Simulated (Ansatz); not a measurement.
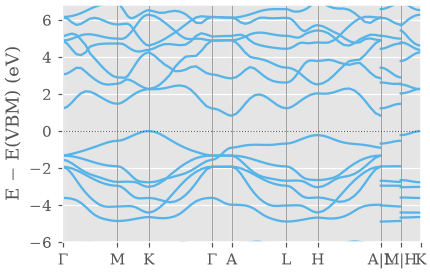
Fig. 1. Band structure from r²SCAN (plane waves, PAW; program Ansatz)

Q: Read off the gap and where the band edges lie.

A: About 0.8 eV (0.83 eV by a search for the band edges); maximum at K, minimum at A.

Q: Pick the material that matches.
A) Sb2Se3, La2O3 or Ni2Al3 type
B) MgGaNO, P3m1 (Ga on 1b, Mg on 1c, O on 1b, N on 1c)
C) In2SeS, P3m1 (In on 1a, In on 1b, Se on 1b, S on 1a)
D) ScSnCN, P3m1 (Sc on 1b, Sn on 1c, C on 1b, N on 1c)

A: C, In2SeS, P3m1 (In on 1a, In on 1b, Se on 1b, S on 1a)

The start of the workflow was typed in or built on a structure type; neither database checked (COD, Materials Project) lists it. Its standing as an ambient phase is unchecked. The cell was relaxed with r²SCAN under the symmetry of its start; whether a distortion lowers the energy is not shown. Scalar-relativistic: spin–orbit coupling is off unless named, which matters more the heavier the elements.

Potentials: the earlier of the program's two PAW sets. The files were generated under PBE; for other functionals the program regenerates the frozen cores, and for LDA and PBEsol the local potential too.
